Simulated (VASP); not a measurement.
Band structure of CsCl (CsCl type). Computed with LDA (Ceperley-Alder, Perdew-Zunger), VASP's LDA PAW potentials (set 64) (plane waves; VASP).

Unless said otherwise, spin-orbit coupling is left out, though it shifts the bands of the heavy elements here.

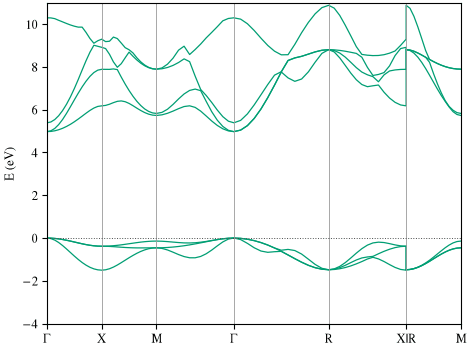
*Bands along high-symmetry lines, zero at the valence-band maximum or, without a gap, the Fermi level*

### Question
Read the plot: is there a gap, and where are the band edges?

### Answer
The gap is direct, 4.98 eV, from the valence maximum at Γ to the conduction minimum at Γ. (Edges off the drawn lines would not show.)

Measured: gap 8.35 eV at 80 K (computed value off by -3.37 eV), as given by Wikipedia, Caesium chloride.

The compound is CsCl in the CsCl type structure. It was relaxed first, which changed the volume by -10 %.
